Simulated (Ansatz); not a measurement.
# Mo: biaxial against axial strain

This session takes Mo and sets out to strain the cell in the xy plane and along z independently.

The COD entry's cell or inner coordinates are ideal or old and differ from later refinements, so a difference from it is no clean test against experiment.

Method: DFT r2SCAN, scalar-relativistic, plane waves, PAW, in Ansatz 0.2.0.

1 further run of the same task is left out (set aside as unsound or not needed).

**1. The starting structure**

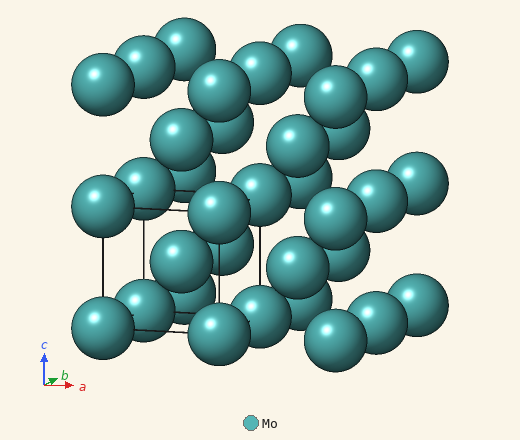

The starting structure, seen slightly off an axis (molybdenum teal). 2×2×2 cells are drawn. Atoms on the faces are drawn again on the opposite ones. The cell drawn here is the conventional one.

Structure file:

```cif
data_structure
_symmetry_space_group_name_H-M 'Im-3m'
_symmetry_Int_Tables_number 229
_cell_length_a 3.1420
_cell_length_b 3.1420
_cell_length_c 3.1420
_cell_angle_alpha 90.000
_cell_angle_beta 90.000
_cell_angle_gamma 90.000
_cell_volume 31.02
loop_
_atom_site_label
_atom_site_type_symbol
_atom_site_symmetry_multiplicity
_atom_site_Wyckoff_symbol
_atom_site_fract_x
_atom_site_fract_y
_atom_site_fract_z
_atom_site_occupancy
Mo1 Mo 2 a 0.00000 0.00000 0.00000 1
```

The structure comes from the Crystallography Open Database.

**2. Probe: one point at the start**

input.yaml reads:

```yaml
crystal:
  lattice:
    - [-1.571, 1.571, 1.571]
    - [1.571, -1.571, 1.571]
    - [1.571, 1.571, -1.571]
  atoms:
    - { symbol: Mo, position: [0.0, 0.0, 0.0] }
basis:
  ecutwfc: 500
kpoints:
  mp_grid: { grid: [8, 8, 8] }
hamiltonian:
  xc: r2scan
scf:
  occupations: { method: gaussian, width: 0.1 }
output:
  forces: true
  stress: true
  eigenvalues: true
```

The log of the run, cut to the lines that bear on the results:

```text
[...]
SCF converged after 6 iterations
Free energy (F): -4967.576918 eV
[...]
E sigma→0 (E₀):  -4967.575043 eV
Entropy (-TS):   -0.003750 eV (-3.750 meV/atom)
Fermi energy:    21.140821 eV
[...]
--- Forces (eV/Å), atoms counted from 1 ---
  atom   1  Mo    -0.00000000     0.00000000     0.00000000
[...]
--- Stress (GPa, compression-positive) ---
        3.201077       0.000000       0.000000
        0.000000       3.201077       0.000000
        0.000000      -0.000000       3.201077
  P = ⅓ Tr σ = 3.2011 GPa (32.011 kbar)
--- Band table (eV; the first three rows and the last of 29) ---
  k-point 0: bands = ["-42.0235", "-14.4601", "-14.4601", "-14.4601", "13.5751", "19.8007", "19.8007", "19.8007", "23.1595", "23.1595", "36.5693"]
[...]
```

Run time: 1.2 s. Hardware: 1 thread of an Arm CPU, shared host; peak memory 0.28 GiB.

The cell is taken as given, not relaxed at this level.

**3. The reference: the undisturbed cell on the scan's mesh**

input.yaml, as its differences from that of step 2:

```diff
@@ -10,3 +10,3 @@
 kpoints:
-  mp_grid: { grid: [8, 8, 8] }
+  mp_grid: { grid: [22, 22, 22] }
 hamiltonian:
@@ -14,3 +14,3 @@
 scf:
-  occupations: { method: gaussian, width: 0.1 }
+  occupations: { method: gaussian, width: 0.15 }
 output:
```

The log of the run, cut to the lines that bear on the results:

```text
Warning: RAYON_NUM_THREADS=1 ignored (pool sized by the plan → 1); use --threads N
[...]
Pseudopotentials: kind: paw
Pseudopotential: Mo, paw, valence charge 14, recommended cutoff 500 eV (meta_gga), Mo.paw.azcp
Functional definition: r2SCAN
[...]
Crystal: 1 atoms, lattice volume = 15.509 Å³
Basis set: ecut = 500 eV, 381 PW (Γ), exchange–correlation on 80×80×80 points (64 copies of the dense FFT grid, shifted against one another)
Bands: 11, of which v1, the nominal top of the filled ones, is band 7 counted from 1 (6 counted from 0)
Symmetry: 48 space group operations
Space group: Im-3m (ITA 229), of the structure as read, at distance tolerance 2.5e-5 Å
k-points: 328 of 10648
[...]
SCF iter   1: F=—  HF=-4967.598574 eV  |F-HF|=—  |Δ(HF+E_count)|=         —  Δρ=9.49e-3  dr2=1.08e-2  dr2_τ=2.01e-2  ethr=1.77e-3  ⟨swp⟩=5.0  Hψ=21838  notcnv=0
[...]
SCF iter   6: F=-4967.598536 eV  HF=-4967.598536 eV  |F-HF|=2.18e-11  |Δ(HF+E_count)|=  1.46e-10  Δρ=1.03e-6  dr2=9.25e-11  dr2_τ=9.01e-12  ethr=4.62e-11  ⟨swp⟩=2.0  Hψ=11209  notcnv=0
[...]
SCF converged after 6 iterations
Free energy (F): -4967.598536 eV
[...]
E sigma→0 (E₀):  -4967.595171 eV
Entropy (-TS):   -0.006730 eV (-6.730 meV/atom)
Fermi energy:    21.239635 eV
[...]
--- Forces (eV/Å), atoms counted from 1 ---
  atom   1  Mo    -0.00000000     0.00000000     0.00000000
[...]
--- Stress (GPa, compression-positive) ---
        2.346715       0.000000      -0.000000
       -0.000000       2.346715      -0.000000
        0.000000       0.000000       2.346715
  P = ⅓ Tr σ = 2.3467 GPa (23.467 kbar)
--- Band table (eV; the first three rows and the last of 328) ---
  k-point 0: bands = ["-42.0046", "-14.4427", "-14.4427", "-14.4427", "13.5773", "19.8096", "19.8096", "19.8096", "23.1685", "23.1685", "36.5723"]
[...]
```

It took 7.9 s on 1 thread of an Arm CPU, shared host; peak memory 0.37 GiB.

Reference values: F = -4967.5985 eV; pressure 2.35 GPa; largest force 0.000 eV/Å; gap on the mesh none (metal).

**4. Setting up biaxial against axial strain**

The cell is strained by p along both x and y and by q along z, with fractional coordinates fixed.

**5. p = -0.030, q = -0.030**

input.yaml, as its differences from that of step 3:

```diff
@@ -2,5 +2,5 @@
   lattice:
-    - [-1.571, 1.571, 1.571]
-    - [1.571, -1.571, 1.571]
-    - [1.571, 1.571, -1.571]
+    - [-1.52387, 1.52387, 1.52387]
+    - [1.52387, -1.52387, 1.52387]
+    - [1.52387, 1.52387, -1.52387]
   atoms:
```

The log of the run, cut to the lines that bear on the results:

```text
Warning: RAYON_NUM_THREADS=1 ignored (pool sized by the plan → 1); use --threads N
[...]
[... 3 set-up lines as earlier in the session ...]
[...]
Crystal: 1 atoms, lattice volume = 14.155 Å³
Basis set: ecut = 500 eV, 369 PW (Γ), exchange–correlation on 80×80×80 points (64 copies of the dense FFT grid, shifted against one another)
Bands: 11, of which v1, the nominal top of the filled ones, is band 7 counted from 1 (6 counted from 0)
[... 1 set-up line as earlier in the session ...]
Space group: Im-3m (ITA 229), of the structure as read, at distance tolerance 2.4e-5 Å
k-points: 328 of 10648
[...]
SCF iter   1: F=—  HF=-4967.455090 eV  |F-HF|=—  |Δ(HF+E_count)|=         —  Δρ=8.79e-3  dr2=7.47e-3  dr2_τ=2.14e-2  ethr=1.77e-3  ⟨swp⟩=5.0  Hψ=21859  notcnv=0
[...]
SCF iter   6: F=-4967.458422 eV  HF=-4967.458422 eV  |F-HF|=1.46e-11  |Δ(HF+E_count)|=   2.67e-9  Δρ=6.40e-7  dr2=1.30e-11  dr2_τ=3.45e-12  ethr=1.13e-11  ⟨swp⟩=2.3  Hψ=11303  notcnv=0
[...]
SCF converged after 6 iterations
Free energy (F): -4967.458422 eV
[...]
E sigma→0 (E₀):  -4967.455364 eV
Entropy (-TS):   -0.006117 eV (-6.117 meV/atom)
Fermi energy:    23.623436 eV
[...]
--- Forces (eV/Å), atoms counted from 1 ---
  atom   1  Mo    -0.00000000     0.00000000    -0.00000000
[...]
--- Stress (GPa, compression-positive) ---
       33.069988      -0.000000      -0.000000
        0.000000      33.069988      -0.000000
       -0.000000      -0.000000      33.069988
  P = ⅓ Tr σ = 33.0700 GPa (330.700 kbar)
--- Band table (eV; the first three rows and the last of 328) ---
  k-point 0: bands = ["-39.6852", "-11.8584", "-11.8584", "-11.8584", "15.6819", "21.9769", "21.9769", "21.9769", "25.6826", "25.6826", "39.0161"]
[...]
```

Wall time 6 s (1 thread of an Arm CPU, shared host); peak memory 0.36 GiB.

**6. At p = -0.030, q = 0.000**

input.yaml, as its differences from that of step 5:

```diff
@@ -2,5 +2,5 @@
   lattice:
-    - [-1.52387, 1.52387, 1.52387]
-    - [1.52387, -1.52387, 1.52387]
-    - [1.52387, 1.52387, -1.52387]
+    - [-1.52387, 1.52387, 1.571]
+    - [1.52387, -1.52387, 1.571]
+    - [1.52387, 1.52387, -1.571]
   atoms:
```

The log of the run, cut to the lines that bear on the results:

```text
Warning: RAYON_NUM_THREADS=1 ignored (pool sized by the plan → 1); use --threads N
[...]
[... 3 set-up lines as earlier in the session ...]
[...]
Crystal: 1 atoms, lattice volume = 14.593 Å³
Basis set: ecut = 500 eV, 369 PW (Γ), exchange–correlation on 80×80×80 points (64 copies of the dense FFT grid, shifted against one another)
Bands: 11, of which v1, the nominal top of the filled ones, is band 7 counted from 1 (6 counted from 0)
Symmetry: 16 space group operations
Space group: I4/mmm (ITA 139), of the structure as read, at distance tolerance 2.4e-5 Å
k-points: 834 of 10648
[...]
SCF iter   1: F=—  HF=-4967.520344 eV  |F-HF|=—  |Δ(HF+E_count)|=         —  Δρ=9.04e-3  dr2=8.52e-3  dr2_τ=2.05e-2  ethr=1.77e-3  ⟨swp⟩=5.0  Hψ=55481  notcnv=0
[...]
SCF iter   6: F=-4967.522188 eV  HF=-4967.522188 eV  |F-HF|=2.46e-11  |Δ(HF+E_count)|=   4.09e-9  Δρ=1.21e-6  dr2=1.04e-10  dr2_τ=6.49e-11  ethr=2.66e-11  ⟨swp⟩=1.8  Hψ=29112  notcnv=0
[...]
SCF converged after 6 iterations
Free energy (F): -4967.522188 eV
[...]
E sigma→0 (E₀):  -4967.519186 eV
Entropy (-TS):   -0.006003 eV (-6.003 meV/atom)
Fermi energy:    22.813414 eV
[...]
--- Forces (eV/Å), atoms counted from 1 ---
  atom   1  Mo    -0.00000000     0.00000000     0.00000000
[...]
--- Stress (GPa, compression-positive) ---
       25.571074       0.000000       0.000000
        0.000000      25.571074       0.000000
       -0.000000      -0.000000      14.185059
  P = ⅓ Tr σ = 21.7757 GPa (217.757 kbar)
--- Band table (eV; the first three rows and the last of 834) ---
  k-point 0: bands = ["-40.4721", "-12.7468", "-12.7404", "-12.7404", "14.9519", "21.1144", "21.1144", "21.5124", "24.5520", "25.0726", "37.7711"]
[...]
```

It took 15 s on 1 thread of an Arm CPU, shared host; peak memory 0.46 GiB.

**7. Point p = -0.030, q = 0.030**

input.yaml, as its differences from that of step 6:

```diff
@@ -2,5 +2,5 @@
   lattice:
-    - [-1.52387, 1.52387, 1.571]
-    - [1.52387, -1.52387, 1.571]
-    - [1.52387, 1.52387, -1.571]
+    - [-1.52387, 1.52387, 1.61813]
+    - [1.52387, -1.52387, 1.61813]
+    - [1.52387, 1.52387, -1.61813]
   atoms:
```

The log of the run, cut to the lines that bear on the results:

```text
[...]
SCF converged after 6 iterations
Free energy (F): -4967.539039 eV
[...]
E sigma→0 (E₀):  -4967.535887 eV
Entropy (-TS):   -0.006304 eV (-6.304 meV/atom)
Fermi energy:    22.049165 eV
[...]
--- Forces (eV/Å), atoms counted from 1 ---
  atom   1  Mo     0.00000000    -0.00000000    -0.00000000
[...]
--- Stress (GPa, compression-positive) ---
       18.979820       0.000000      -0.000000
        0.000000      18.979820       0.000000
       -0.000000       0.000000      -1.283142
  P = ⅓ Tr σ = 12.2255 GPa (122.255 kbar)
--- Band table (eV; the first three rows and the last of 834) ---
  k-point 0: bands = ["-41.2198", "-13.5820", "-13.5736", "-13.5736", "14.2725", "20.3277", "20.3277", "21.0669", "23.4881", "24.4410", "36.6318"]
[...]
```

It took 18 s on 1 thread of an Arm CPU, shared host; peak memory 0.47 GiB.

**8. Point p = 0.000, q = -0.030**

input.yaml, as its differences from that of step 7:

```diff
@@ -2,5 +2,5 @@
   lattice:
-    - [-1.52387, 1.52387, 1.61813]
-    - [1.52387, -1.52387, 1.61813]
-    - [1.52387, 1.52387, -1.61813]
+    - [-1.571, 1.571, 1.52387]
+    - [1.571, -1.571, 1.52387]
+    - [1.571, 1.571, -1.52387]
   atoms:
```

The log of the run, cut to the lines that bear on the results:

```text
[...]
SCF converged after 6 iterations
Free energy (F): -4967.568479 eV
[...]
E sigma→0 (E₀):  -4967.565278 eV
Entropy (-TS):   -0.006402 eV (-6.402 meV/atom)
Fermi energy:    22.018754 eV
[...]
--- Forces (eV/Å), atoms counted from 1 ---
  atom   1  Mo     0.00000000     0.00000000    -0.00000000
[...]
--- Stress (GPa, compression-positive) ---
        7.863251       0.000000       0.000000
        0.000000       7.863251      -0.000000
        0.000000      -0.000000      18.865094
  P = ⅓ Tr σ = 11.5305 GPa (115.305 kbar)
--- Band table (eV; the first three rows and the last of 834) ---
  k-point 0: bands = ["-41.2445", "-13.6070", "-13.6070", "-13.5950", "14.2510", "20.2577", "20.6584", "20.6584", "23.7154", "24.2352", "37.1686"]
[...]
```

It took 18 s on 1 thread of an Arm CPU, shared host; peak memory 0.47 GiB.

**9. Point p = 0.000, q = 0.030**

input.yaml, as its differences from that of step 8:

```diff
@@ -2,5 +2,5 @@
   lattice:
-    - [-1.571, 1.571, 1.52387]
-    - [1.571, -1.571, 1.52387]
-    - [1.571, 1.571, -1.52387]
+    - [-1.571, 1.571, 1.61813]
+    - [1.571, -1.571, 1.61813]
+    - [1.571, 1.571, -1.61813]
   atoms:
```

The log of the run, cut to the lines that bear on the results:

```text
[...]
SCF converged after 6 iterations
Free energy (F): -4967.584781 eV
[...]
E sigma→0 (E₀):  -4967.581574 eV
Entropy (-TS):   -0.006415 eV (-6.415 meV/atom)
Fermi energy:    20.517219 eV
[...]
--- Forces (eV/Å), atoms counted from 1 ---
  atom   1  Mo    -0.00000000     0.00000000     0.00000000
[...]
--- Stress (GPa, compression-positive) ---
       -2.350933       0.000000       0.000000
        0.000000      -2.350933      -0.000000
        0.000000      -0.000000     -11.402475
  P = ⅓ Tr σ = -5.3681 GPa (-53.681 kbar)
--- Band table (eV; the first three rows and the last of 834) ---
  k-point 0: bands = ["-42.7244", "-15.2376", "-15.2306", "-15.2306", "12.9506", "19.0356", "19.0356", "19.3812", "22.1638", "22.6033", "35.4338"]
[...]
```

It took 20 s on 1 thread of an Arm CPU, shared host; peak memory 0.5 GiB.

**10. At p = 0.030, q = -0.030**

input.yaml, as its differences from that of step 9:

```diff
@@ -2,5 +2,5 @@
   lattice:
-    - [-1.571, 1.571, 1.61813]
-    - [1.571, -1.571, 1.61813]
-    - [1.571, 1.571, -1.61813]
+    - [-1.61813, 1.61813, 1.52387]
+    - [1.61813, -1.61813, 1.52387]
+    - [1.61813, 1.61813, -1.52387]
   atoms:
```

The log of the run, cut to the lines that bear on the results:

```text
Warning: RAYON_NUM_THREADS=1 ignored (pool sized by the plan → 1); use --threads N
[...]
[... 3 set-up lines as earlier in the session ...]
[...]
Crystal: 1 atoms, lattice volume = 15.960 Å³
Basis set: ecut = 500 eV, 389 PW (Γ), exchange–correlation on 96×96×96 points (64 copies of the dense FFT grid, shifted against one another)
Bands: 11, of which v1, the nominal top of the filled ones, is band 7 counted from 1 (6 counted from 0)
[... 1 set-up line as earlier in the session ...]
Space group: I4/mmm (ITA 139), of the structure as read, at distance tolerance 2.5e-5 Å
k-points: 834 of 10648
[...]
SCF iter   1: F=—  HF=-4967.556258 eV  |F-HF|=—  |Δ(HF+E_count)|=         —  Δρ=9.86e-3  dr2=1.18e-2  dr2_τ=2.00e-2  ethr=1.77e-3  ⟨swp⟩=5.0  Hψ=55443  notcnv=0
[...]
SCF iter   6: F=-4967.556001 eV  HF=-4967.556001 eV  |F-HF|=5.73e-11  |Δ(HF+E_count)|=   1.10e-8  Δρ=1.45e-6  dr2=1.79e-10  dr2_τ=7.91e-11  ethr=7.67e-11  ⟨swp⟩=2.0  Hψ=32153  notcnv=0
[...]
SCF converged after 6 iterations
Free energy (F): -4967.556001 eV
[...]
E sigma→0 (E₀):  -4967.552442 eV
Entropy (-TS):   -0.007117 eV (-7.117 meV/atom)
Fermi energy:    20.547482 eV
[...]
--- Forces (eV/Å), atoms counted from 1 ---
  atom   1  Mo    -0.00000000     0.00000000     0.00000000
[...]
--- Stress (GPa, compression-positive) ---
      -11.166987       0.000000       0.000000
        0.000000     -11.166987       0.000000
       -0.000000      -0.000000       7.864917
  P = ⅓ Tr σ = -4.8230 GPa (-48.230 kbar)
--- Band table (eV; the first three rows and the last of 834) ---
  k-point 0: bands = ["-42.6971", "-15.2129", "-15.2129", "-15.1860", "12.9716", "18.7005", "19.4494", "19.4494", "21.9005", "22.8525", "35.4696"]
[...]
```

It took 21 s on 1 thread of an Arm CPU, shared host; peak memory 0.5 GiB.

**11. p = 0.030, q = 0.000**

input.yaml, as its differences from that of step 10:

```diff
@@ -2,5 +2,5 @@
   lattice:
-    - [-1.61813, 1.61813, 1.52387]
-    - [1.61813, -1.61813, 1.52387]
-    - [1.61813, 1.61813, -1.52387]
+    - [-1.61813, 1.61813, 1.571]
+    - [1.61813, -1.61813, 1.571]
+    - [1.61813, 1.61813, -1.571]
   atoms:
```

The log of the run, cut to the lines that bear on the results:

```text
[...]
SCF converged after 6 iterations
Free energy (F): -4967.557859 eV
[...]
E sigma→0 (E₀):  -4967.554569 eV
Entropy (-TS):   -0.006579 eV (-6.579 meV/atom)
Fermi energy:    19.807517 eV
[...]
--- Forces (eV/Å), atoms counted from 1 ---
  atom   1  Mo    -0.00000000     0.00000000     0.00000000
[...]
--- Stress (GPa, compression-positive) ---
      -15.233596       0.000000       0.000000
        0.000000     -15.233596       0.000000
        0.000000       0.000000      -6.323321
  P = ⅓ Tr σ = -12.2635 GPa (-122.635 kbar)
--- Band table (eV; the first three rows and the last of 834) ---
  k-point 0: bands = ["-43.4308", "-16.0068", "-16.0068", "-15.9956", "12.3476", "18.2671", "18.6146", "18.6146", "21.4084", "21.8472", "34.8818"]
[...]
```

Run time: 21 s. Hardware: 1 thread of an Arm CPU, shared host; peak memory 0.51 GiB.

**12. Results of the scan**

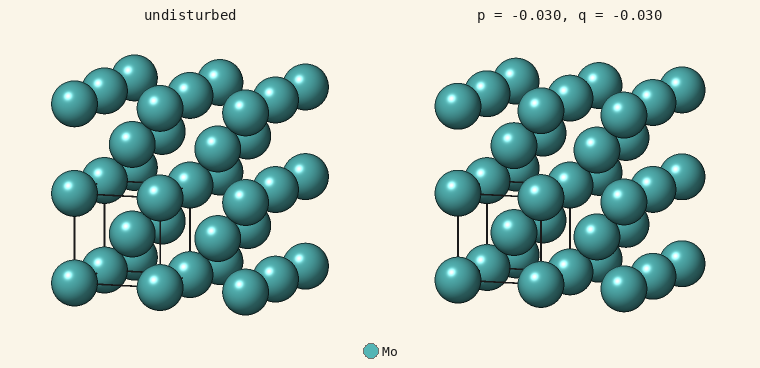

The undisturbed cell and the costliest point of the scan, at one scale, with neighbouring cells.

Energy above the undisturbed cell in meV/atom; points alike by symmetry are filled in, and a dash was not computed:

```csv
p \ q,-0.030,-0.015,0.000,0.015,0.030
-0.030,140.1,–,76.3,–,59.5
-0.015,–,–,–,–,–
0.000,30.1,–,0.0,–,13.8
0.015,–,–,–,–,–
0.030,42.5,–,40.7,–,–
```

Pressure in GPa:

```csv
p \ q,-0.030,-0.015,0.000,0.015,0.030
-0.030,33.1,–,21.8,–,12.2
-0.015,–,–,–,–,–
0.000,11.5,–,2.3,–,-5.4
0.015,–,–,–,–,–
0.030,-4.8,–,-12.3,–,–
```

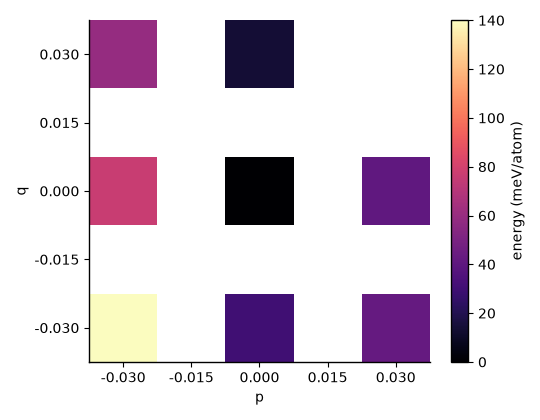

The energy map; blank cells were not computed.

**13. Results**

| quantity | value |
| --- | --- |
| highest point | 140.1 meV/atom at (p, q) = (-0.030, -0.030) |
| lowest point away from the origin | 13.8 meV/atom at (0.000, 0.030) |

What this shows: The undisturbed cell is the lowest computed point.
